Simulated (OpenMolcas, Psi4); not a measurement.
## How methods differ on B2O2 (diboron dioxide)

B2O2: 4 atoms, total charge 0, spin state singlet. SMILES: `O=BB=O`. Geometry: relaxed at PBE0-D4/def2-TZVP.

Each level gives the vertical electron affinity (to the doublet anion) (eV). The values are calculated.

The electron affinity is E(neutral) − E(anion): positive where the electron is bound.

| level | kind | program | value (eV) | CPU time (all runs) |
| --- | --- | --- | --- | --- |
| HF/aug-cc-pVDZ | Hartree–Fock | OpenMolcas | -0.21 | 22 s |
| SVWN5/aug-cc-pVDZ | LDA | OpenMolcas | 0.44 | 55 s |
| revPBE/aug-cc-pVDZ | GGA | OpenMolcas | 0.27 | 78 s |
| TPSS/aug-cc-pVDZ | meta-GGA | OpenMolcas | 0.23 | 2.4 min |
| PBE0/aug-cc-pVDZ | global hybrid | OpenMolcas | 0.35 | 78 s |
| HSE06/aug-cc-pVDZ | range-separated hybrid | Psi4 | 0.36 | 2.6 min |
| DSD-PBEP86/aug-cc-pVDZ (density fitting for correlation) | double hybrid | Psi4 | 0.02 | 44 s |
| OMP2/aug-cc-pVDZ (density fitting for correlation) | perturbation theory | Psi4 | -0.26 | 1.8 min |

Where it was recorded, the anion's HOMO is positive in SVWN5/aug-cc-pVDZ, revPBE/aug-cc-pVDZ, TPSS/aug-cc-pVDZ, PBE0/aug-cc-pVDZ, HSE06/aug-cc-pVDZ, DSD-PBEP86/aug-cc-pVDZ: a fault of the level (basis or self-interaction), which says nothing on whether the real anion is bound. The values span -0.26 to 0.44 eV. CPU times are rough (shared hosts, several kinds of processor and program).

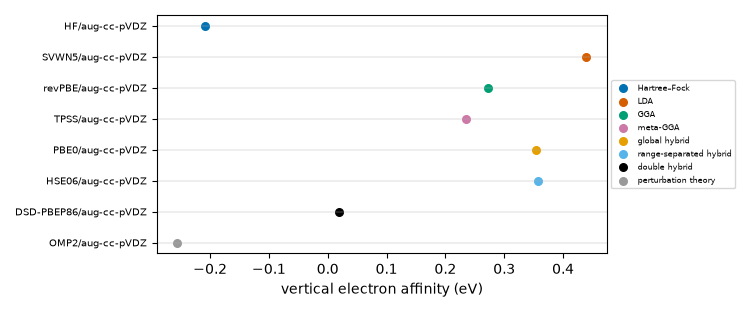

The values of the table, level by level.
